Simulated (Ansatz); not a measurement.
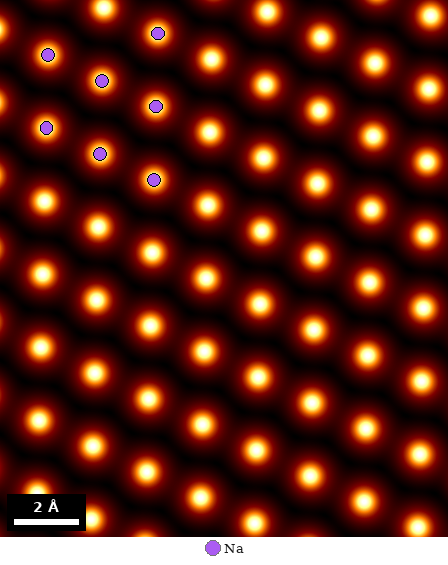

Map of the projected electrostatic potential of Na (Im-3m, No. 229) along [210]. Computed as the sum of neutral-atom potentials (tabulated electron scattering factors, B = 0.3 Å²) projected along the beam and smoothed by 0.25 Å; brighter is more positive. The display is stretched by a gamma of 0.6; percentages refer to the linear signal. Structure used: the input geometry of a calculation.

Coloured dots in one corner mark the columns of the model.

Describe what the image shows.

Answer. The columns repeat on a centred rectangular net of 1.87 × 4.17 Å (plane group c2mm). All columns are alike (Na). The shortest distance between visible columns is 1.87 Å in projection. Along the beam the structure repeats every 9.33 Å.

What mean inner potential do neutral atoms give for this crystal?

Answer. About 6 V (the sum of the forward scattering factors over the cell volume; bonding usually lowers the true value).
